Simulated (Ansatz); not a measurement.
# Cadmium, diamond under BLYP: from relaxation to bulk modulus, part 1 of 2

What does BLYP give for cadmium in the diamond structure? We relax it, solve it on a dense k-mesh, then scale the cell to 7 volumes from 88 to 112 % of the relaxed one and try a fit of the equation of state. Spin polarisation is left out. The k-meshes are 9×9×9 for the relaxation; 13×13×13 for the dense run; 9×9×9 for the volumes.

This is Cd in the diamond structure; at room conditions it is hcp.

Method: DFT BLYP, plane waves (420 eV) with PAW, scalar-relativistic; PBE-made PAW files, in Ansatz 0.2.0.

## Step 1: The structure to begin with

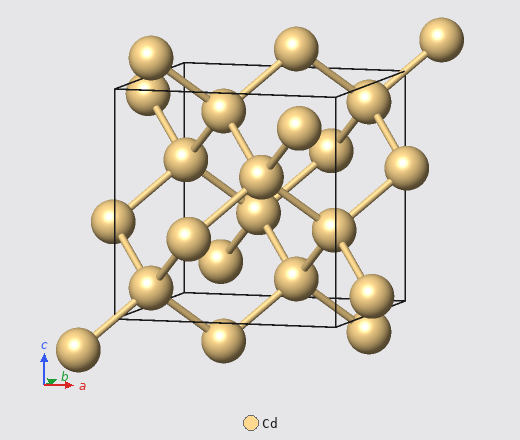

Start, viewed slightly off an axis; cadmium orange. The conventional cell is drawn; the run uses a primitive one. Any atoms on the faces are drawn again on the opposite ones, and bonded neighbours outside are added.

Structure file:

```xyz
2
Lattice="0.0000 3.0773 3.0773 3.0773 0.0000 3.0773 3.0773 3.0773 0.0000" Properties=species:S:1:pos:R:3 pbc="T T T"
Cd    0.7693    0.7693    0.7693
Cd    5.3852    5.3852    5.3852
```

## Step 2: Relaxing cell and atoms

Contents of input.yaml:

```yaml
crystal:
  lattice:
    - [0.0, 3.0772608027, 3.0772608027]
    - [3.0772608027, 0.0, 3.0772608027]
    - [3.0772608027, 3.0772608027, 0.0]
  atoms:
    - { symbol: Cd, position: [0.125, 0.125, 0.125] }
    - { symbol: Cd, position: [0.875, 0.875, 0.875] }
hamiltonian:
  xc: blyp
  pseudopotentials:
    kind: paw
    azcp:
      Cd: "pseudopotentials/Cd.paw.azcp"
basis:
  ecutwfc: 420
  fft_grid_basis: typed
kpoints:
  mp_grid: { grid: [9, 9, 9], shift: [0, 0, 0] }
magnetization:
  spin_polarized: false
scf:
  occupations: { method: fermi_dirac, width: 0.1 }
relax:
  max_steps: 60
  f_tol: 0.01
  cell: {}
```

Run with:

```console
ansatz run input.yaml --threads 2 --pin off --max-ram 5120MiB --backend cpu --events-out ev --progress --plain --runs-dir out
```

The program printed:

```text
Warning: RAYON_NUM_THREADS=2 ignored (pool sized by the plan → 2); use --threads N
Engine: ansatz 0.2.0, x86_64-unknown-linux-gnu
Pseudopotentials: kind: paw
Pseudopotential: Cd, paw, valence charge 20, recommended cutoff 420 eV (normal), <dir>
Functional definition: BLYP
  parameter beta = 0.0042
  parameter a = 0.04918
  parameter b = 0.132
  parameter c = 0.2533
  parameter d = 0.349
  exchange = b88_x(beta = beta)
  correlation = lyp_c(a = a, b = b, c = c, d = d)
Crystal: 2 atoms, lattice volume = 58.280 Å³
Basis set: ecut = 420 eV, 1139 PW (Γ), exchange–correlation on 60×60×60 points (8 copies of the dense FFT grid, shifted against one another)
Bands: 24, of which v1, the nominal top of the filled ones, is band 20 counted from 1 (19 counted from 0)
Symmetry: 48 space group operations
Space group: Fd-3m (ITA 227), of the structure as read, at distance tolerance 3.9e-5 Å
k-points: 35 of 729
Non-local potential: Cd, projectors of the file, l = 0: 3, l = 1: 2, l = 2: 2, l = 3: 1
PAW form: soft (Blöchl's): semilocal exchange-correlation on the pseudo side does not see the compensation charge
PAW frozen core: Cd, regenerated for the run's functional, and the local potential with it (the file was generated under x = pbe(κ = 0.804, μ = 0.2195149727645171), c = pbe(β = 0.06672455060314922))
PAW one-centre angular grid: Cd, 590 points (default); XC on 64 Gauss nodes
Initial density: superposition of atomic densities (neutral atoms: chi_scale 0, normalization atom), corrected by the library's trained network
Initial wavefunctions: pseudopotential atomic-orbital guess
Functional: x = b88, c = lyp
SCF iter   1: F=—  HF=-16539.492427 eV  |F-HF|=—  |Δ(HF+E_count)|=         —  Δρ=3.52e-3  dr2=5.13e-3  ethr=1.77e-3  ⟨swp⟩=5.4  Hψ=3350  notcnv=0
preconditioner: auto → none  [insulator: Δε(μ)=0.314 eV  Ē_g=12.378 eV  σ=0.100 eV  W_gap=0.60  n_scr=14 (ndim 8)  ℏωp=23.8 eV  f_vac=0.157  D(μ)=0.71/eV (n_scr^D=0)  ε∞_Penn≈4.7]
SCF iter   2: F=—  HF=-16539.492976 eV  |F-HF|=—  |Δ(HF+E_count)|=   5.49e-4  Δρ=1.47e-3  dr2=1.00e-3  ethr=1.28e-5  ⟨swp⟩=2.5  Hψ=1570  notcnv=0
SCF iter   3: F=—  HF=-16539.493182 eV  |F-HF|=—  |Δ(HF+E_count)|=   2.05e-4  Δρ=5.36e-4  dr2=1.23e-4  ethr=2.51e-6  ⟨swp⟩=2.3  Hψ=1203  notcnv=0
SCF iter   4: F=—  HF=-16539.493146 eV  |F-HF|=—  |Δ(HF+E_count)|=   3.52e-5  Δρ=1.18e-4  dr2=3.87e-6  ethr=3.07e-7  ⟨swp⟩=2.5  Hψ=1445  notcnv=0
SCF iter   5: F=—  HF=-16539.493163 eV  |F-HF|=—  |Δ(HF+E_count)|=   1.70e-5  Δρ=2.59e-5  dr2=2.49e-7  ethr=9.68e-9  ⟨swp⟩=2.0  Hψ=1409  notcnv=0
SCF iter   6: F=-16539.493163 eV  HF=-16539.493163 eV  |F-HF|=2.78e-9  |Δ(HF+E_count)|=   4.36e-8  Δρ=6.71e-6  dr2=1.52e-8  ethr=2.50e-10  ⟨swp⟩=4.0  Hψ=2783  notcnv=0
SCF 1 converged in 6 iterations: F = -16539.493163 eV  dr2 = 1.52e-8
relax step   1: F+E_penalty+E_count = -16539.49316337 eV  Δ(F+E_penalty+E_count) = +0.000e0 eV  max|allowed force component| = 2.313e-17 eV/Å  Δτ_max = 0.0000 Å  P = +10.502 GPa  Ω = 58.280 Å³  (6 SCF iters, dr2 threshold 1.00e-7 eV, accepted)
Crystal: 2 atoms, lattice volume = 67.226 Å³
Basis set: ecut = 420 eV, 1363 PW (Γ), exchange–correlation on 60×60×60 points (8 copies of the dense FFT grid, shifted against one another)
Initial density: handed on by an earlier stage of this run
Initial wavefunctions: those handed on with the density
iter 1 solved again at ethr=4.15e-5 eV; its pass at ethr=3.10e-3 eV (dr2=1.66e-2 eV) is discarded
SCF iter   1: F=—  HF=-16539.884279 eV  |F-HF|=—  |Δ(HF+E_count)|=         —  Δρ=4.36e-3  dr2=1.65e-2  ethr=4.15e-5  ⟨swp⟩=1.0  Hψ=4926  notcnv=0
preconditioner: auto → LDOS  [metal: Δε(μ)=0.083 eV  Ē_g=11.841 eV  σ=0.100 eV  W_gap=0.20  n_scr=14 (ndim 8)  ℏωp=22.2 eV  f_vac=0.221  D(μ)=1.10/eV (n_scr^D=8)  β→1.0]
SCF iter   2: F=—  HF=-16539.884622 eV  |F-HF|=—  |Δ(HF+E_count)|=   3.43e-4  Δρ=6.15e-3  dr2=1.78e-2  ethr=4.13e-5  ⟨swp⟩=2.0  Hψ=1680  notcnv=0
preconditioner: auto → none  [metal: Δε(μ)=0.120 eV  Ē_g=11.652 eV  σ=0.100 eV  W_gap=0.28  n_scr=14 (ndim 8)  ℏωp=22.2 eV  f_vac=0.223  D(μ)=1.05/eV (n_scr^D=0)  β→0.5]
SCF iter   3: F=—  HF=-16539.878444 eV  |F-HF|=—  |Δ(HF+E_count)|=   6.18e-3  Δρ=7.20e-4  dr2=2.05e-4  ethr=4.13e-5  ⟨swp⟩=2.1  Hψ=1485  notcnv=0
SCF iter   4: F=—  HF=-16539.878424 eV  |F-HF|=—  |Δ(HF+E_count)|=   2.04e-5  Δρ=6.66e-5  dr2=1.63e-6  ethr=5.13e-7  ⟨swp⟩=3.0  Hψ=1579  notcnv=0
SCF iter   5: F=—  HF=-16539.878431 eV  |F-HF|=—  |Δ(HF+E_count)|=   7.04e-6  Δρ=1.03e-5  dr2=4.32e-8  ethr=5.00e-10  ⟨swp⟩=4.8  Hψ=3003  notcnv=0
SCF iter   6: F=-16539.878431 eV  HF=-16539.878431 eV  |F-HF|=2.11e-10  |Δ(HF+E_count)|=   5.26e-9  Δρ=5.46e-7  dr2=7.49e-11  ethr=1.08e-10  ⟨swp⟩=1.7  Hψ=2628  notcnv=0
SCF 2 converged in 6 iterations: F = -16539.878431 eV  dr2 = 7.49e-11
relax step   2: F+E_penalty+E_count = -16539.87843062 eV  Δ(F+E_penalty+E_count) = -3.853e-1 eV  max|allowed force component| = 2.729e-16 eV/Å  Δτ_max = 0.0000 Å  P = +4.211 GPa  Ω = 67.226 Å³  energy of the carried Pulay correction = -1.978e-3 eV  (6 SCF iters, dr2 threshold 2.00e-7 eV, accepted)
Crystal: 2 atoms, lattice volume = 74.896 Å³
Basis set: ecut = 420 eV, 1459 PW (Γ), exchange–correlation on 60×60×60 points (8 copies of the dense FFT grid, shifted against one another)
iter 1 solved again at ethr=2.25e-5 eV; its pass at ethr=3.10e-3 eV (dr2=9.01e-3 eV) is discarded
SCF iter   1: F=—  HF=-16540.012931 eV  |F-HF|=—  |Δ(HF+E_count)|=         —  Δρ=2.87e-3  dr2=9.01e-3  ethr=2.25e-5  ⟨swp⟩=1.5  Hψ=4714  notcnv=0
preconditioner: auto → LDOS  [metal: Δε(μ)=0.064 eV  Ē_g=11.399 eV  σ=0.100 eV  W_gap=0.16  n_scr=14 (ndim 8)  ℏωp=21.0 eV  f_vac=0.253  D(μ)=1.35/eV (n_scr^D=8)  β→1.0]
SCF iter   2: F=—  HF=-16540.012505 eV  |F-HF|=—  |Δ(HF+E_count)|=   4.27e-4  Δρ=3.92e-3  dr2=8.12e-3  ethr=2.25e-5  ⟨swp⟩=2.1  Hψ=1467  notcnv=0
SCF iter   3: F=—  HF=-16540.009765 eV  |F-HF|=—  |Δ(HF+E_count)|=   2.74e-3  Δρ=4.27e-4  dr2=2.28e-4  ethr=2.03e-5  ⟨swp⟩=2.7  Hψ=1890  notcnv=0
SCF iter   4: F=—  HF=-16540.009717 eV  |F-HF|=—  |Δ(HF+E_count)|=   4.80e-5  Δρ=8.83e-5  dr2=1.16e-5  ethr=5.69e-7  ⟨swp⟩=2.0  Hψ=1288  notcnv=0
SCF iter   5: F=—  HF=-16540.009721 eV  |F-HF|=—  |Δ(HF+E_count)|=   4.56e-6  Δρ=1.14e-5  dr2=1.65e-7  ethr=5.00e-10  ⟨swp⟩=3.0  Hψ=3284  notcnv=0
SCF iter   6: F=-16540.009721 eV  HF=-16540.009721 eV  |F-HF|=2.08e-9  |Δ(HF+E_count)|=   1.48e-7  Δρ=1.01e-6  dr2=8.40e-10  ethr=4.11e-10  ⟨swp⟩=2.1  Hψ=2932  notcnv=0
SCF 3 converged in 6 iterations: F = -16540.009721 eV  dr2 = 8.40e-10
relax step   3: F+E_penalty+E_count = -16540.00972144 eV  Δ(F+E_penalty+E_count) = -1.313e-1 eV  max|allowed force component| = 2.405e-16 eV/Å  Δτ_max = 0.0000 Å  P = +1.557 GPa  Ω = 74.896 Å³  energy of the carried Pulay correction = -3.464e-3 eV  (6 SCF iters, dr2 threshold 2.00e-7 eV, accepted)
[... 11 lines left out ...]
relax step   4: F+E_penalty+E_count = -16540.03718789 eV  Δ(F+E_penalty+E_count) = -2.747e-2 eV  max|allowed force component| = 2.498e-16 eV/Å  Δτ_max = 0.0000 Å  P = +0.164 GPa  Ω = 80.261 Å³  energy of the carried Pulay correction = -4.408e-3 eV  (5 SCF iters, dr2 threshold 2.00e-7 eV, accepted)
[... 10 lines left out ...]
relax step   5: F+E_penalty+E_count = -16540.03740898 eV  Δ(F+E_penalty+E_count) = -2.211e-4 eV  max|allowed force component| = 2.776e-16 eV/Å  Δτ_max = 0.0000 Å  P = -0.007 GPa  Ω = 80.946 Å³  energy of the carried Pulay correction = -4.523e-3 eV  (5 SCF iters, dr2 threshold 6.76e-8 eV, accepted)
[... 12 lines left out ...]
relax step   6: F+E_penalty+E_count = -16540.05826655 eV  Δ(F+E_penalty+E_count) = -2.086e-2 eV  max|allowed force component| = 2.961e-16 eV/Å  Δτ_max = 0.0000 Å  P = +0.671 GPa  Ω = 80.946 Å³  stress off target by 6.71e-1 GPa  SCF on the basis re-selected at this cell (its energy is not comparable with the rows above)  (7 SCF iters)
[... 11 lines left out ...]
relax step   7: F+E_penalty+E_count = -16540.06650949 eV  Δ(F+E_penalty+E_count) = -8.243e-3 eV  max|allowed force component| = 3.192e-16 eV/Å  Δτ_max = 0.0000 Å  P = +0.369 GPa  Ω = 83.678 Å³  energy of the carried Pulay correction = -5.017e-4 eV  (5 SCF iters, dr2 threshold 2.00e-7 eV, accepted)
[... 10 lines left out ...]
relax step   8: F+E_penalty+E_count = -16540.07070194 eV  Δ(F+E_penalty+E_count) = -4.192e-3 eV  max|allowed force component| = 2.359e-16 eV/Å  Δτ_max = 0.0000 Å  P = +0.074 GPa  Ω = 87.277 Å³  energy of the carried Pulay correction = -1.122e-3 eV  (5 SCF iters, dr2 threshold 2.00e-7 eV, accepted)
[... 10 lines left out ...]
relax step   9: F+E_penalty+E_count = -16540.07072523 eV  Δ(F+E_penalty+E_count) = -2.329e-5 eV  max|allowed force component| = 2.128e-16 eV/Å  Δτ_max = 0.0000 Å  P = -0.015 GPa  Ω = 88.583 Å³  energy of the carried Pulay correction = -1.337e-3 eV  (5 SCF iters, dr2 threshold 1.38e-8 eV, accepted)
iter 1 solved again at ethr=1.50e-8 eV; its pass at ethr=3.10e-3 eV (dr2=6.01e-6 eV) is discarded
SCF iter   1: F=—  HF=-16540.071714 eV  |F-HF|=—  |Δ(HF+E_count)|=         —  Δρ=1.43e-4  dr2=3.29e-6  ethr=1.50e-8  ⟨swp⟩=3.3  Hψ=5722  notcnv=0
preconditioner: auto → LDOS  [metal: Δε(μ)=0.053 eV  Ē_g=10.772 eV  σ=0.100 eV  W_gap=0.13  n_scr=14 (ndim 8)  ℏωp=19.3 eV  f_vac=0.316  D(μ)=1.29/eV (n_scr^D=8)  β→1.0]
SCF iter   2: F=—  HF=-16540.071729 eV  |F-HF|=—  |Δ(HF+E_count)|=   1.49e-5  Δρ=8.18e-5  dr2=3.65e-6  ethr=8.22e-9  ⟨swp⟩=2.0  Hψ=1539  notcnv=0
SCF iter   3: F=—  HF=-16540.071727 eV  |F-HF|=—  |Δ(HF+E_count)|=   1.33e-6  Δρ=2.91e-5  dr2=5.05e-7  ethr=8.22e-9  ⟨swp⟩=2.1  Hψ=1534  notcnv=0
SCF iter   4: F=—  HF=-16540.071727 eV  |F-HF|=—  |Δ(HF+E_count)|=   1.49e-7  Δρ=6.22e-6  dr2=2.33e-8  ethr=1.26e-9  ⟨swp⟩=2.0  Hψ=1190  notcnv=0
SCF iter   5: F=—  HF=-16540.071727 eV  |F-HF|=—  |Δ(HF+E_count)|=   6.10e-9  Δρ=7.44e-7  dr2=3.10e-10  ethr=5.82e-11  ⟨swp⟩=2.2  Hψ=1367  notcnv=0
SCF iter   6: F=-16540.071727 eV  HF=-16540.071727 eV  |F-HF|=0.00e0  |Δ(HF+E_count)|=  8.73e-11  Δρ=4.22e-8  dr2=1.14e-12  ethr=1.00e-12  ⟨swp⟩=4.0  Hψ=4031  notcnv=0
SCF 10 converged in 6 iterations: F = -16540.071727 eV  dr2 = 1.14e-12
relax step  10: F+E_penalty+E_count = -16540.07172710 eV  Δ(F+E_penalty+E_count) = -1.002e-3 eV  max|allowed force component| = 2.822e-16 eV/Å  Δτ_max = 0.0000 Å  P = -0.030 GPa  Ω = 88.583 Å³  stress off target by 2.97e-2 GPa  SCF on the basis re-selected at this cell (its energy is not comparable with the rows above)  (6 SCF iters)
basis re-selected at this cell: Δ(F+E_penalty+E_count) = -1.002e-3 eV, ΔP = -0.015 GPa vs the last step (what re-selecting the basis moved, of the pressure what is left beyond the Pulay correction that the steps carried, after the strain that the cell walked since its last selection, with what the two solves' SCF thresholds leave and, on support functions, any second-order correction that the steps lacked; it is no measure of the basis error at this ecutwfc). This SCF's stress stands 2.97e-2 GPa from its target on what of the cell is left free (relax.cell.stress_tol is 5.00e-2 GPa) and its largest allowed force component is 2.82e-16 eV/Å (relax.f_tol is 1.00e-2 eV/Å): within both
SCF converged after 6 iterations
Free energy (F): -16540.071727 eV
Harris-Foulkes:  -16540.071727 eV  (|F-HF|=0.00e0)
Internal energy: -16540.031581 eV  (E = F + TS)
E sigma→0 (E₀):  -16540.051654 eV
Entropy (-TS):   -0.040146 eV (-20.073 meV/atom)
Fermi energy:    5.736618 eV
--- Per-component energies (eV) ---
  E_band       = -1134.190104
  E_kinetic    = 1010.235372
  E_local      = -8653.885202  (includes V_loc(G=0)·N_el)
  E_nonlocal   = 57.597036
  E_hartree    = 3979.261350
  E_xc         = -348.980539
  E_vxc        = -435.750577  (∫ρ·V_xc dr)
  E_paw        = -8199.722330  (= ΣΔE_a)
  E_vpaw       = -1070.909582  (= ΣTr[D̂ρ^β])
  E_aug_tail   = 0.000026  (compensation charges beyond the density's cutoff)
  E_ewald      = -4384.698292
  E_core_change = 0.160998  (= ΣΔE_core)
  E_smearing   = -0.040146  (= −TS)
  E_closure    = -0.000000  (closes the sum)
  Σ components = -16540.071727   (vs F -16540.071727, Δ=0.00e0)
--- Forces (eV/Å), atoms counted from 1 ---
  atom   1  Cd     0.00000000     0.00000000     0.00000000
  atom   2  Cd    -0.00000000    -0.00000000    -0.00000000
  max |Σ_I F_I| component: 9.25e-17 eV/Å
--- Stress (GPa, compression-positive) ---
       -0.029675       0.000000       0.000000
        0.000000      -0.029675       0.000000
        0.000000      -0.000000      -0.029675
  P = ⅓ Tr σ = -0.0297 GPa (-0.297 kbar)
--- Relaxed structure (8 steps of the walk, 8 accepted, 2 SCFs on fresh bases) ---
  F+E_penalty+E_count = -16540.07172710 eV   max|allowed force component| = 2.822e-16 eV/Å   (the final SCF, on the basis selected at the relaxed cell)
  cell:  # Å, volume = 88.5826 Å³
    - [4.8406033817555965e-34, 3.538121756097038, 3.538121756097038]
    - [3.538121756097038, 4.49666582397988e-33, 3.538121756097038]
    - [3.538121756097038, 3.538121756097038, 3.8470058848361704e-33]
  atoms:
    - { symbol: Cd, position: [0.125, 0.125, 0.125] }
    - { symbol: Cd, position: [0.875, 0.875, 0.875] }
```

It took 8.4 s on 2 threads of Intel Xeon Platinum 8488C (Sapphire Rapids), shared host; peak memory 0.51 GiB.

Relaxation path:

```
step  energy change (meV/atom)  largest force (eV/Å)  pressure (GPa)  volume (Å³/atom)
   1                      0.00                0.0000           10.50            29.140
   2                   -192.63                0.0000            4.21            33.613
   3                   -258.28                0.0000            1.56            37.448
   4                   -272.01                0.0000            0.16            40.131
   5                   -272.12                0.0000           -0.01            40.473
   6                   -282.55                0.0000            0.67            40.473
   7                   -286.67                0.0000            0.37            41.839
   8                   -288.77                0.0000            0.07            43.639
   9                   -288.78                0.0000           -0.01            44.291
  10                   -289.28                0.0000           -0.03            44.291
```

Steps that repeat a cell are solved on a basis chosen anew, so their changes of energy are no gain of the relaxation.

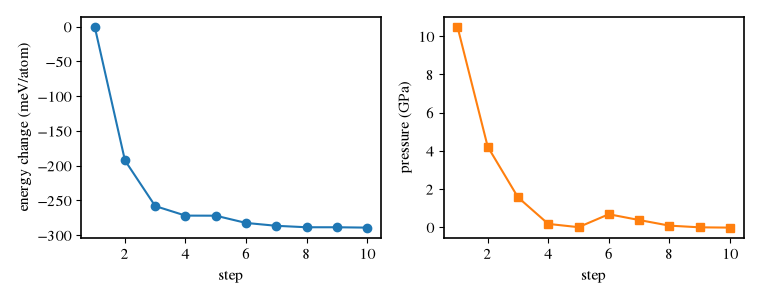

Energy and pressure over the accepted steps.

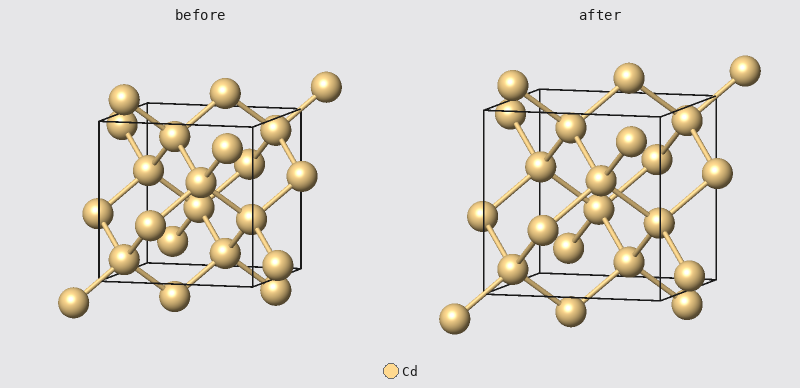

The structure before (left) and after (right), drawn at the same scale. The cells drawn are those of the first picture.

The cell of the run, before and after:

|  | before | after | change |
| --- | --- | --- | --- |
| a (Å) | 4.352 | 5.004 | +15.0 % |
| b (Å) | 4.352 | 5.004 | +15.0 % |
| c (Å) | 4.352 | 5.004 | +15.0 % |
| volume (Å³/atom) | 29.140 | 44.291 | +52.0 % |
| shortest distance (Å) | 2.665 | 3.064 | +15.0 % |
| space group (spins left aside) | Fd-3m | Fd-3m | same |

## Step 3: Dense single point

Contents of input.yaml:

```yaml
crystal:
  lattice:
    - [0.0, 3.5381217561, 3.5381217561]
    - [3.5381217561, 0.0, 3.5381217561]
    - [3.5381217561, 3.5381217561, 0.0]
  atoms:
    - { symbol: Cd, position: [0.125, 0.125, 0.125] }
    - { symbol: Cd, position: [0.875, 0.875, 0.875] }
hamiltonian:
  xc: blyp
  pseudopotentials:
    kind: paw
    azcp:
      Cd: "pseudopotentials/Cd.paw.azcp"
basis:
  ecutwfc: 420
  fft_grid_basis: typed
kpoints:
  mp_grid: { grid: [13, 13, 13], shift: [0, 0, 0] }
magnetization:
  spin_polarized: false
scf:
  occupations: { method: fermi_dirac, width: 0.1 }
```

Run with:

```console
ansatz run input.yaml --threads 2 --pin off --max-ram 5120MiB --backend cpu --events-out ev --progress --plain --runs-dir out
```

The program printed, cut to the lines that bear on the results:

```text
Warning: RAYON_NUM_THREADS=2 ignored (pool sized by the plan → 2); use --threads N
[...]
[... 3 set-up lines as earlier in the session ...]
[...]
Crystal: 2 atoms, lattice volume = 88.583 Å³
Basis set: ecut = 420 eV, 1759 PW (Γ), exchange–correlation on 72×72×72 points (8 copies of the dense FFT grid, shifted against one another)
Bands: 24, of which v1, the nominal top of the filled ones, is band 20 counted from 1 (19 counted from 0)
[... 1 set-up line as earlier in the session ...]
Space group: Fd-3m (ITA 227), of the structure as read, at distance tolerance 4.5e-5 Å
k-points: 84 of 2197
[...]
SCF iter   1: F=—  HF=-16540.071649 eV  |F-HF|=—  |Δ(HF+E_count)|=         —  Δρ=3.29e-3  dr2=5.96e-3  ethr=1.77e-3  ⟨swp⟩=5.3  Hψ=8090  notcnv=0
[...]
SCF iter   6: F=-16540.071280 eV  HF=-16540.071280 eV  |F-HF|=1.07e-9  |Δ(HF+E_count)|=   7.29e-8  Δρ=1.09e-6  dr2=6.47e-10  ethr=2.50e-10  ⟨swp⟩=2.4  Hψ=4068  notcnv=0
[...]
SCF converged after 6 iterations
Free energy (F): -16540.071280 eV
[...]
E sigma→0 (E₀):  -16540.050947 eV
Entropy (-TS):   -0.040666 eV (-20.333 meV/atom)
Fermi energy:    5.745259 eV
[...]
```

Run time: 1.9 s. Hardware: 2 threads of Intel Xeon Platinum 8488C (Sapphire Rapids), shared host; peak memory 0.53 GiB.

## Step 4: At 88 % of the relaxed volume

Contents of input.yaml:

```yaml
crystal:
  lattice:
    - [0.0, 3.3905253678, 3.3905253678]
    - [3.3905253678, 0.0, 3.3905253678]
    - [3.3905253678, 3.3905253678, 0.0]
  atoms:
    - { symbol: Cd, position: [0.125, 0.125, 0.125] }
    - { symbol: Cd, position: [0.875, 0.875, 0.875] }
hamiltonian:
  xc: blyp
  pseudopotentials:
    kind: paw
    azcp:
      Cd: "pseudopotentials/Cd.paw.azcp"
basis:
  ecutwfc: 420
  fft_grid_basis: typed
kpoints:
  mp_grid: { grid: [9, 9, 9], shift: [0, 0, 0] }
magnetization:
  spin_polarized: false
scf:
  occupations: { method: fermi_dirac, width: 0.1 }
  lower_state_search: "off"
output:
  stress: true
```

Run with:

```console
ansatz run input.yaml --threads 2 --pin off --max-ram 5120MiB --backend cpu --events-out ev --progress --plain --runs-dir out
```

The program printed, cut to the lines that bear on the results:

```text
Warning: RAYON_NUM_THREADS=2 ignored (pool sized by the plan → 2); use --threads N
[...]
[... 3 set-up lines as earlier in the session ...]
[...]
Crystal: 2 atoms, lattice volume = 77.953 Å³
Basis set: ecut = 420 eV, 1471 PW (Γ), exchange–correlation on 72×72×72 points (8 copies of the dense FFT grid, shifted against one another)
Bands: 24, of which v1, the nominal top of the filled ones, is band 20 counted from 1 (19 counted from 0)
[... 1 set-up line as earlier in the session ...]
Space group: Fd-3m (ITA 227), of the structure as read, at distance tolerance 4.3e-5 Å
k-points: 35 of 729
[...]
SCF iter   1: F=—  HF=-16540.041620 eV  |F-HF|=—  |Δ(HF+E_count)|=         —  Δρ=3.23e-3  dr2=5.02e-3  ethr=1.77e-3  ⟨swp⟩=5.2  Hψ=3348  notcnv=0
[...]
SCF iter   6: F=-16540.041734 eV  HF=-16540.041734 eV  |F-HF|=2.15e-9  |Δ(HF+E_count)|=   1.00e-7  Δρ=1.21e-6  dr2=1.23e-9  ethr=2.50e-10  ⟨swp⟩=4.1  Hψ=2755  notcnv=0
[...]
SCF converged after 6 iterations
Free energy (F): -16540.041734 eV
[...]
E sigma→0 (E₀):  -16540.020479 eV
Entropy (-TS):   -0.042509 eV (-21.254 meV/atom)
Fermi energy:    6.876143 eV
[...]
--- Stress (GPa, compression-positive) ---
        1.119871       0.000000       0.000000
        0.000000       1.119871       0.000000
       -0.000000      -0.000000       1.119871
  P = ⅓ Tr σ = 1.1199 GPa (11.199 kbar)
```

Wall time 1.1 s (2 threads of Intel Xeon Platinum 8488C (Sapphire Rapids), shared host); peak memory 0.49 GiB.

(Continued in part 2 of 2.)
